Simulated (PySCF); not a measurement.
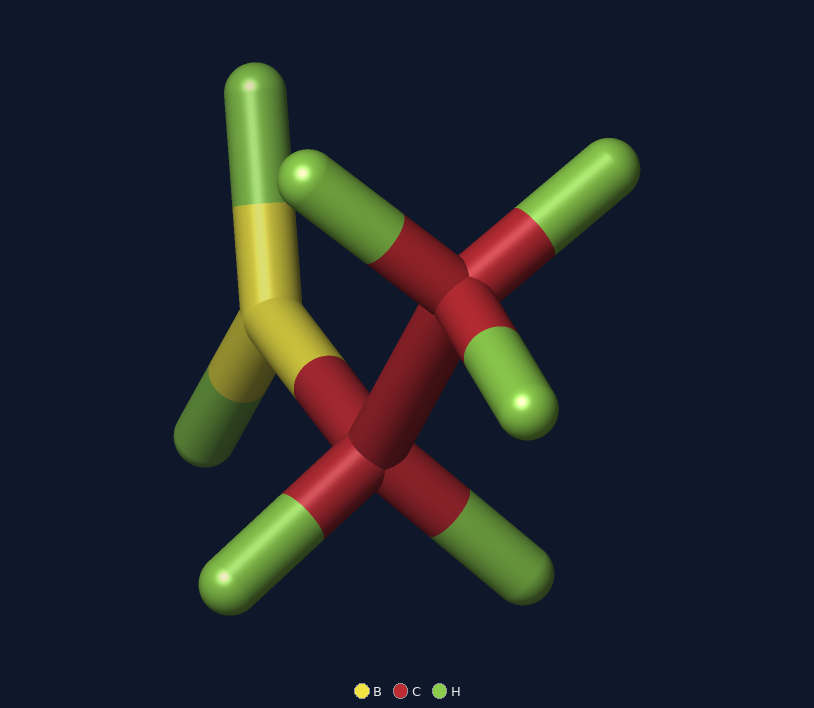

A stick model of a molecule. Every bond is drawn as one stick, whatever its order.

Question: Which formula does it have?

Answer: C₂H₇B, 10 atoms: 2 carbon, 7 hydrogen and 1 boron.

Question: Does it have rings?

Answer: It has no ring.

Question: Which point group does it belong to?

Answer: Cs.

Question: How many atoms are distinct by symmetry?

Answer: 8: 1 B, 1 C, 1 C, 1 H, 1 H, 2 H, 2 H, 1 H.

More results for the same structure follow; atom numbers are the same in all pictures, views and colours differ. The geometry was computed by an optimisation with PBE0-D3(BJ)/def2-SVP. No frequency run is at hand to confirm it as a minimum.

## Charges

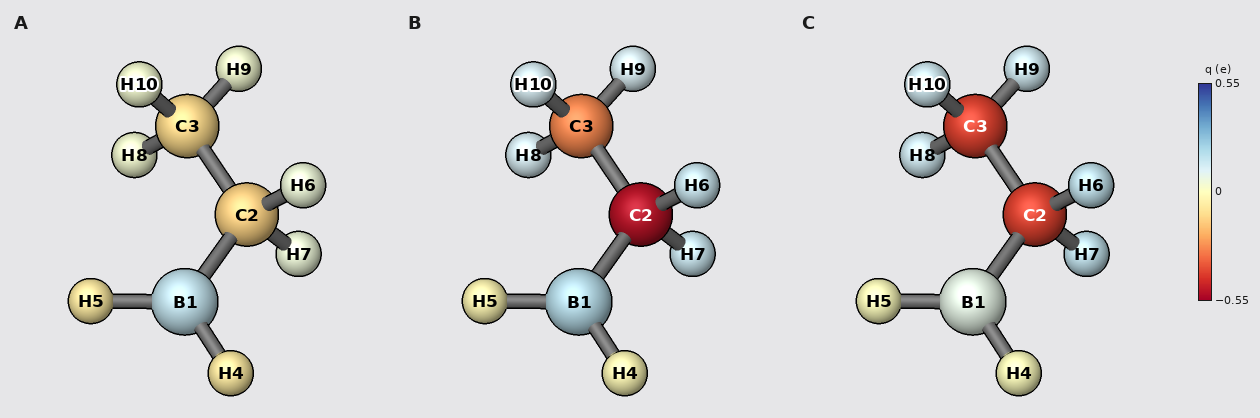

Atomic charges of one calculation by 3 schemes, on one colour scale. No frequency run is at hand to confirm it as a minimum. Computed with PBE0/pcSseg-1 in chloroform (IEF-PCM) (PySCF 2.14.0).

Question: The schemes are Hirshfeld, IAO, Mulliken. Which panel shows which?

Answer: A Hirshfeld, B Mulliken, C IAO.

List the charges (e), one line for each set of equivalent atoms.

```tsv
atom	Hirshfeld	Mulliken	IAO
B1	0.16	0.18	0.08
C2	−0.13	−0.51	−0.41
C3	−0.12	−0.28	−0.41
H4	−0.07	−0.02	0.00
H5	−0.07	−0.03	0.00
H6, H7	0.05	0.15	0.16
H8, H10	0.04	0.12	0.14
H9	0.04	0.11	0.14
```

## Quadrupole coupling

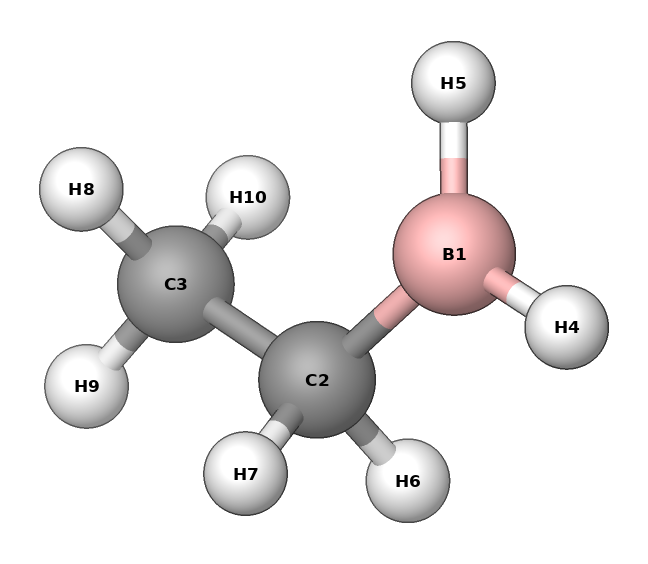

No frequency run is at hand to confirm it as a minimum. Electric field gradients from the ground-state density, PBE0/pcSseg-1 in chloroform (IEF-PCM) (PySCF 2.14.0), non-relativistic apart from any core potentials.

Give the largest field-gradient component, the quadrupole coupling constant and the asymmetry for 11B at B1 (Q = 40.59 mb), 2H at H4 (Q = 2.86 mb), 2H at H5 (Q = 2.86 mb), 2H at H6 (Q = 2.86 mb), 2H at H8 (Q = 2.86 mb).

```tsv
atom	V_zz (a.u.)	e²qQ/h (MHz)	η
B1	0.632	6.03	0.09
H4	0.198	0.133	0.14
H5	0.197	0.132	0.14
H6	0.282	0.189	0.04
H8	0.292	0.196	0.03
```

## Levels of theory compared

No frequency run is at hand to confirm it as a minimum. Program: PySCF 2.14.0.

Tabulate HOMO energy (eV), HOMO–LUMO gap (eV) at these levels: BHandHLYP/aug-pcX-1 (pcseg-1 on H); PBE0/pcSseg-1 in chloroform (IEF-PCM); PBE0/pcSseg-1 in cyclohexane (IEF-PCM); ωB97X-D/def2-SVPD; ωB97X-D/def2-SVPD in chloroform (IEF-PCM); ωB97X-D/def2-SVPD in cyclohexane (IEF-PCM).

```
                                     level  HOMO energy (eV)  HOMO–LUMO gap (eV)
        BHandHLYP/aug-pcX-1 (pcseg-1 on H)            −10.15                9.81
     PBE0/pcSseg-1 in chloroform (IEF-PCM)             −8.72                7.54
    PBE0/pcSseg-1 in cyclohexane (IEF-PCM)             −8.75                7.54
                         ωB97X-D/def2-SVPD            −10.72               11.44
 ωB97X-D/def2-SVPD in chloroform (IEF-PCM)            −10.62               11.42
ωB97X-D/def2-SVPD in cyclohexane (IEF-PCM)            −10.66               11.43
```

Mulliken values depend strongly on the basis set and can even reverse the polarity of a bond.
